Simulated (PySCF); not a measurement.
# C₁₁H₁₄: excited states

Aim: compute the excited states of C₁₁H₁₄ (`C=Cc1ccc(C(C)C)cc1`).

Computed with PySCF 2.14.0 and routines of our own; the level stands in each step. Atoms count from 0.

## 1. The starting structure

25 atoms, charge 0, multiplicity 1; geometry from: GFN2-xTB.

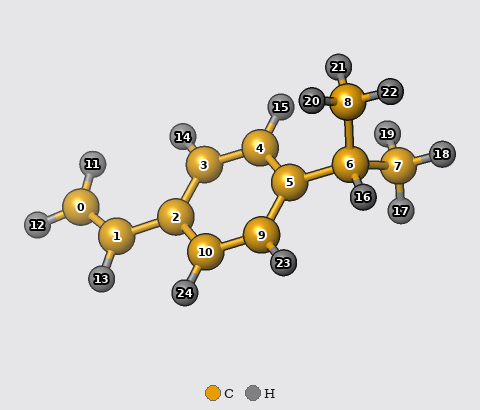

The starting geometry (carbon amber, hydrogen grey).

## 2. Relaxing the molecule at PBE0-D3(BJ)/def2-SVP

What the job is given:

```
{"job": {"xc": "PBE0", "basis": "def2-SVP", "d3": "d3bj", "grid": 2, "kind": "geom"}, "charge": 0, "multiplicity": 1}
C      4.313837    -0.776389     0.384651
C      3.503430    -0.217966    -0.506332
C      2.061485    -0.044290    -0.389184
C      1.318194    -0.523480     0.690228
C     -0.043951    -0.317663     0.761923
C     -0.721193     0.374070    -0.237078
C     -2.209211     0.608963    -0.163393
C     -2.968511    -0.718084    -0.230209
C     -2.581343     1.385599     1.101524
C      0.014201     0.843368    -1.318096
C      1.377449     0.638171    -1.395393
H      3.964792    -1.176345     1.320966
H      5.373239    -0.851316     0.207943
H      3.926127     0.168849    -1.426064
H      1.810011    -1.065912     1.483119
H     -0.587233    -0.702324     1.612820
H     -2.500759     1.212183    -1.030835
H     -2.721134    -1.249346    -1.146809
H     -4.041561    -0.540114    -0.210842
H     -2.710245    -1.353246     0.613489
H     -2.003468     2.305281     1.165068
H     -2.384756     0.793978     1.992086
H     -3.638547     1.641906     1.087694
H     -0.489093     1.379184    -2.111256
H      1.927306     1.015424    -2.246887
```

The run is started by

```
$ OMP_NUM_THREADS=1 python excited_run.py task.json out
```

This one command runs all jobs of the session in turn.

The log of the run:

```text
step   0  E = -426.78832606  max force = 0.011712
step   1  E = -426.79099902  max force = 0.001967
step   2  E = -426.79102628  max force = 0.000337
step   3  E = -426.79102885  max force = 0.000713
step   4  E = -426.79103370  max force = 0.000406
optimisation converged
```

Run time: 3.1 min. Hardware: 1 thread of Arm Neoverse V1, shared host; peak memory 1.1 GiB.

The steps of the relaxation:

```csv
step,energy from step 0 (eV),largest force component (eV/Å)
0,0.0000,0.6023
1,-0.0727,0.1011
2,-0.0735,0.0173
3,-0.0735,0.0367
4,-0.0737,0.0209
```

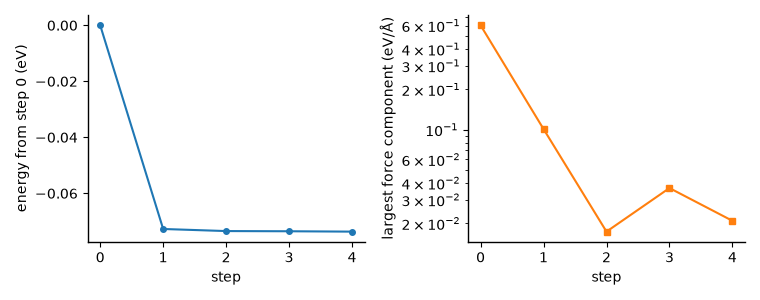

Energy and largest force along the relaxation.

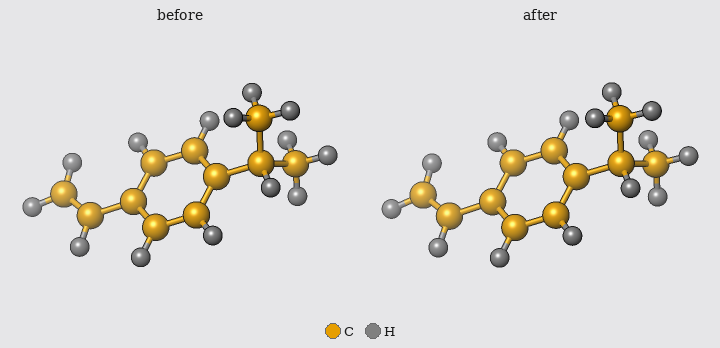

The geometry before (left) and after (right).

Distances of close pairs at the start and the end, largest changes first:

```csv
bond,before (Å),after (Å),change (Å)
C0–H11,1.076,1.093,+0.017
C0–H12,1.077,1.092,+0.015
C8–H21,1.087,1.102,+0.014
C7–H19,1.087,1.102,+0.014
C7–H18,1.088,1.101,+0.013
C8–H22,1.088,1.101,+0.013
C4–H15,1.080,1.093,+0.013
C3–H14,1.079,1.092,+0.013
```

The end geometry stands in the next job.

```csv
at the end point,value
point group (found at 0.08 Å tolerance),C1
"rotational constants (GHz, main isotopes)","2.966, 0.551, 0.516"
dipole moment (D),0.65
```

## 3. Excited states: TDA CAM-B3LYP/def2-SVP

What the job is given:

```
{"job": {"kind": "states", "xc": "CAM-B3LYP", "basis": "def2-SVP", "tda": true, "soc": true, "nstates": 6, "ntriplets": 5, "nquad": 4}, "charge": 0, "multiplicity": 1}
C      4.337482    -0.867722     0.565252
C      3.520617    -0.275787    -0.314619
C      2.071326    -0.081606    -0.191613
C      1.320918    -0.559267     0.896038
C     -0.048623    -0.349096     0.968777
C     -0.734788     0.345925    -0.038533
C     -2.230297     0.564994     0.037362
C     -2.992448    -0.758155    -0.042672
C     -2.626213     1.362487     1.279705
C      0.009549     0.819756    -1.121094
C      1.384240     0.610393    -1.197640
H      3.977172    -1.282152     1.510603
H      5.407495    -0.956242     0.365309
H      3.956897     0.119845    -1.238999
H      1.817902    -1.108331     1.698699
H     -0.598636    -0.737244     1.830246
H     -2.509087     1.163989    -0.846132
H     -2.736769    -1.309921    -0.959401
H     -4.080071    -0.584835    -0.036989
H     -2.753733    -1.406957     0.814967
H     -2.081268     2.316716     1.331487
H     -2.407229     0.801621     2.202138
H     -3.705275     1.582201     1.274594
H     -0.498553     1.364504    -1.921779
H      1.942144     0.992672    -2.056888
```

Level: TDA CAM-B3LYP/def2-SVP excited states, vertical, gas phase, spin-orbit mean-field couplings.

The log of the run:

```text
coarse grid: 20632 points
cycle   1  E = -426.8877811789  dE =  1.737e+00  |g| = 3.479e-01  |ddm| = 5.785e+00
cycle   2  E = -426.9140297827  dE = -2.625e-02  |g| = 2.271e-01  |ddm| = 1.014e+00
cycle   3  E = -426.9274215254  dE = -1.339e-02  |g| = 4.014e-02  |ddm| = 2.955e-01
cycle   4  E = -426.9277314195  dE = -3.099e-04  |g| = 2.510e-02  |ddm| = 9.173e-02
cycle   5  E = -426.9279023864  dE = -1.710e-04  |g| = 3.430e-03  |ddm| = 3.223e-02
cycle   6  E = -426.9279054778  dE = -3.091e-06  |g| = 1.139e-03  |ddm| = 5.447e-03
final grid: 198496 points
cycle   7  E = -427.0209352490  dE = -5.096e-05  |g| = 4.065e-03  |ddm| = 4.004e-02
cycle   8  E = -427.0209369000  dE = -1.651e-06  |g| = 3.374e-03  |ddm| = 9.319e-03
cycle   9  E = -427.0209398843  dE = -2.984e-06  |g| = 4.105e-04  |ddm| = 3.886e-03
cycle  10  E = -427.0209399124  dE = -2.819e-08  |g| = 2.606e-04  |ddm| = 7.383e-04
cycle  11  E = -427.0209399306  dE = -1.811e-08  |g| = 4.798e-05  |ddm| = 3.439e-04
cycle  12  E = -427.0209399312  dE = -6.344e-10  |g| = 1.084e-05  |ddm| = 7.310e-05
converged SCF energy = -427.0209399312

Singlet excitations
state   eV       nm        f     d(h-e)  d(exc)  Lambda  PR(NTO)  |dmu|/D   mu/D   main configurations
  1   5.1439   241.0   0.03236   0.087   3.051   0.607   1.893    0.161    0.534   H->L+1 0.49, H-1->L 0.40
  2   5.4660   226.8   0.64610   0.329   3.299   0.821   1.196    1.218    1.817   H->L 0.84
  3   6.7916   182.6   0.22155   0.050   3.441   0.606   2.020    0.121    0.708   H-1->L 0.42, H->L+1 0.40
  4   7.0983   174.7   0.87278   0.180   2.819   0.841   1.799    0.345    0.585   H-1->L+1 0.64, H-2->L 0.15
  5   7.3163   169.5   0.00175   0.409   3.189   0.405   1.142                     H-3->L 0.56, H-6->L 0.19, H-5->L 0.11
  6   7.3697   168.2   0.02915   0.068   3.961   0.797   2.102                     H-2->L 0.50, H->L+3 0.39

Triplet excitations (Tamm-Dancoff)
state   eV     d(h-e)  d(exc)  Lambda  PR(NTO)   main configurations
  1   3.2075   0.009   2.879   0.850   1.234   H->L 0.86
  2   4.4418   0.088   2.385   0.845   1.838   H-1->L+1 0.62, H-2->L 0.14, H->L+3 0.10
  3   4.5041   0.170   2.935   0.603   1.699   H->L+1 0.63, H-1->L 0.28
  4   4.9178   0.093   2.553   0.836   2.713   H-2->L 0.38, H-1->L+1 0.26, H->L+3 0.25
  5   4.9302   0.399   2.961   0.577   1.660   H-1->L 0.65, H->L+1 0.24
S1 - T1 = 1.9363 eV

Spin-orbit couplings |<S|Hso|T>| (cm-1)
             T1       T2       T3       T4       T5
S0        0.065    0.096    0.143    0.081    0.036
S1        0.069    0.061    0.024    0.031    0.012
S2        0.034    0.027    0.053    0.038    0.091
S3        0.048    0.077    0.044    0.062    0.044
S4        0.016    0.060    0.074    0.030    0.062
S5        0.366    0.346    0.753    0.905    1.026
S6        0.104    0.069    0.190    0.177    0.193
T1 sublevels (cm-1): 0.000 0.000 0.000   radiative rates (1/s): 0.000186 8.98e-05 0.000135
```

Run time: 94 s. Hardware: 1 thread of Arm Neoverse V1, shared host; peak memory 1.2 GiB.

Key values:

```csv
quantity,value
S1 less T1,1.94 eV
```

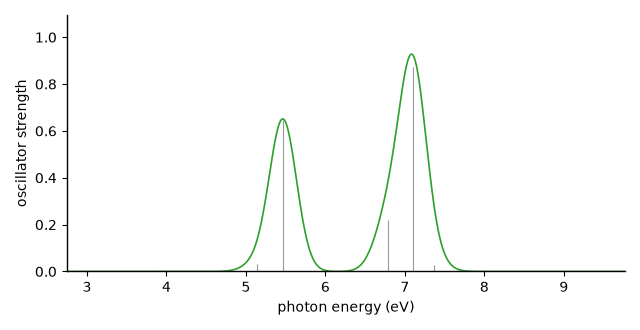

Absorption lines of the singlets. Lines are broadened to a width of 0.40 eV (Gaussian).

## 4. Excited states: TDA CAM-B3LYP/def2-SVP in dichloromethane

The job, as its differences from that of step 3:

```diff
@@ -1,2 +1,2 @@
-{"job": {"kind": "states", "xc": "CAM-B3LYP", "basis": "def2-SVP", "tda": true, "soc": true, "nstates": 6, "ntriplets": 5, "nquad": 4}, "charge": 0, "multiplicity": 1}
+{"job": {"kind": "states", "xc": "CAM-B3LYP", "basis": "def2-SVP", "tda": true, "soc": true, "nstates": 6, "ntriplets": 5, "nquad": 4, "solvent": "dichloromethane"}, "charge": 0, "multiplicity": 1}
 C      4.337482    -0.867722     0.565252
```

Method: TDA CAM-B3LYP/def2-SVP excited states, vertical, IEF-PCM dichloromethane (non-equilibrium response), spin-orbit mean-field couplings.

The log of the run:

```text
coarse grid: 20632 points
cycle   1  E = -426.8944538629  dE =  1.730e+00  |g| = 3.376e-01  |ddm| = 5.797e+00
cycle   2  E = -426.9204839573  dE = -2.603e-02  |g| = 2.103e-01  |ddm| = 8.683e-01
cycle   3  E = -426.9317903394  dE = -1.131e-02  |g| = 4.208e-02  |ddm| = 2.573e-01
cycle   4  E = -426.9321760084  dE = -3.857e-04  |g| = 2.230e-02  |ddm| = 8.109e-02
cycle   5  E = -426.9323074583  dE = -1.314e-04  |g| = 3.023e-03  |ddm| = 2.542e-02
cycle   6  E = -426.9323098800  dE = -2.422e-06  |g| = 1.100e-03  |ddm| = 4.586e-03
final grid: 198496 points
cycle   7  E = -427.0252887902  dE = -5.145e-05  |g| = 3.915e-03  |ddm| = 4.041e-02
cycle   8  E = -427.0252905934  dE = -1.803e-06  |g| = 3.108e-03  |ddm| = 8.440e-03
cycle   9  E = -427.0252931204  dE = -2.527e-06  |g| = 3.535e-04  |ddm| = 3.333e-03
cycle  10  E = -427.0252931430  dE = -2.259e-08  |g| = 2.153e-04  |ddm| = 6.110e-04
cycle  11  E = -427.0252931554  dE = -1.236e-08  |g| = 4.327e-05  |ddm| = 2.699e-04
cycle  12  E = -427.0252931559  dE = -5.284e-10  |g| = 8.933e-06  |ddm| = 5.980e-05
converged SCF energy = -427.0252931559

Singlet excitations
state   eV       nm        f     d(h-e)  d(exc)  Lambda  PR(NTO)  |dmu|/D   mu/D   main configurations
  1   5.1367   241.4   0.12758   0.146   3.086   0.641   1.684    0.314    0.862   H->L+1 0.43, H-1->L 0.33, H->L 0.19
  2   5.3270   232.7   0.69767   0.319   3.280   0.786   1.178    1.333    2.130   H->L 0.75, H-1->L 0.12, H->L+1 0.08
  3   6.6681   185.9   0.36635   0.106   3.417   0.592   2.044    0.450    1.245   H-1->L 0.47, H->L+1 0.43
  4   6.9400   178.7   0.82538   0.139   2.703   0.860   1.621    0.333    0.808   H-1->L+1 0.73, H-2->L 0.12
  5   7.2238   171.6   0.00053   0.463   3.177   0.390   1.096                     H-3->L 0.53, H-6->L 0.33
  6   7.3643   168.4   0.03092   0.009   3.987   0.805   1.987                     H-2->L 0.59, H->L+3 0.33

Triplet excitations (Tamm-Dancoff)
state   eV     d(h-e)  d(exc)  Lambda  PR(NTO)   main configurations
  1   3.2227   0.013   2.887   0.847   1.231   H->L 0.86
  2   4.4618   0.094   2.399   0.839   1.796   H-1->L+1 0.61, H-2->L 0.13, H->L+3 0.10
  3   4.5203   0.146   2.932   0.604   1.716   H->L+1 0.61, H-1->L 0.29
  4   4.9315   0.213   2.649   0.754   1.693   H-2->L 0.33, H->L+3 0.22, H-1->L 0.17
  5   4.9383   0.329   2.875   0.654   1.246   H-1->L 0.47, H-1->L+1 0.19, H->L+1 0.18
S1 - T1 = 1.9140 eV

Spin-orbit couplings |<S|Hso|T>| (cm-1)
             T1       T2       T3       T4       T5
S0        0.064    0.102    0.144    0.064    0.062
S1        0.065    0.065    0.037    0.034    0.026
S2        0.044    0.028    0.051    0.053    0.080
S3        0.051    0.078    0.038    0.040    0.069
S4        0.016    0.053    0.075    0.056    0.048
S5        0.319    0.320    0.730    1.062    0.840
S6        0.087    0.033    0.099    0.081    0.046
T1 sublevels (cm-1): 0.000 0.000 0.000   radiative rates (1/s): 0.000218 8.34e-05 0.00021
```

Wall time 99 s (1 thread of Arm Neoverse V1, shared host); peak memory 1.3 GiB.

Key values:

```csv
quantity,value
S1 less T1,1.91 eV
```

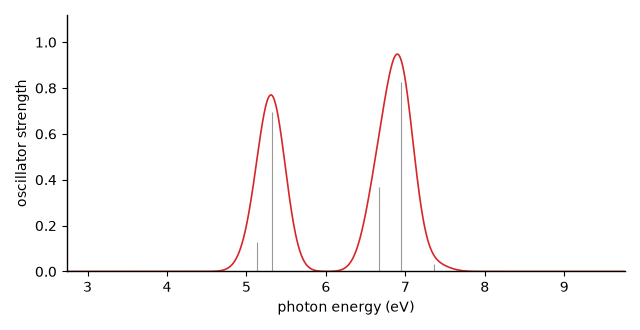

Absorption lines of the singlets. Lines are broadened to a width of 0.40 eV (Gaussian).

## 5. Summary of results

| quantity | value |
| --- | --- |
| point group | C1 |
| rotational constants (main isotopes) | 2.97, 0.55, 0.52 GHz |
| S1 less T1 (step 3, TDA CAM-B3LYP/def2-SVP) | 1.94 eV |
| S1 less T1 (step 4, TDA CAM-B3LYP/def2-SVP in dichloromethane) | 1.91 eV |

What this shows: The optimisation took 4 steps and gained 0.074 eV; among the close pairs (by a distance rule), C0–H11 changed most, from 1.076 to 1.093 Å. No frequency check was run at this level, so the end point may be a saddle. In step 3, the number of triplets below S1 is at least 5, and the largest singlet-triplet spin-orbit coupling is S5–T5, 1.03 cm⁻¹. In step 4, the number of triplets below S1 is at least 5, and the largest singlet-triplet spin-orbit coupling is S5–T4, 1.06 cm⁻¹.
